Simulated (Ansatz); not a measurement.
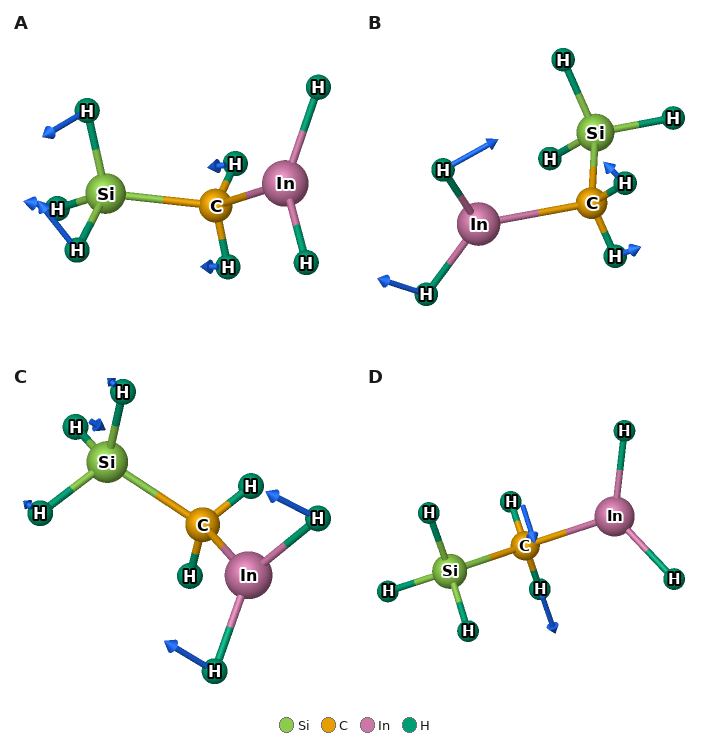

4 normal modes of one molecule or complex, as arrows. Harmonic vibrations computed with RKS PBE0-D4/def2-TZVP, core potentials on In (Ansatz 0.2.0) at a stationary point of the same level.

Match the panels to the wavenumbers 340 cm⁻¹, 499 cm⁻¹, 934 cm⁻¹, 3132 cm⁻¹.

A: 934 cm⁻¹, angle bending
B: 340 cm⁻¹, C–In–H bending
C: 499 cm⁻¹
D: 3132 cm⁻¹, out-of-phase stretching of 2 C–H bonds
